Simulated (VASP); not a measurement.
Band structure of As (a7). These are revPBE GGA, VASP's PBE PAW potentials (set 64) (plane waves; VASP) values and carry that method's errors.

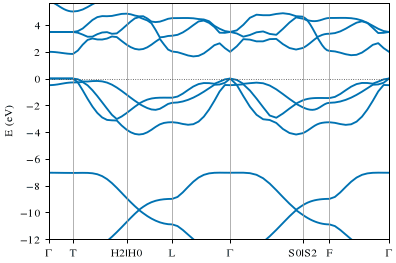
Figure. Bands along high-symmetry lines, zero at the valence-band maximum or, without a gap, the Fermi level

Read the plot: is there a gap, and where are the band edges?

The gap is indirect, 1.65 eV, from the valence maximum at Γ-T at 0.45 to the conduction minimum at L-Γ at 0.36. (Edges off the drawn lines would not show.)

The compound is As in the a7 structure. It was relaxed first, which changed the volume by +99 %.
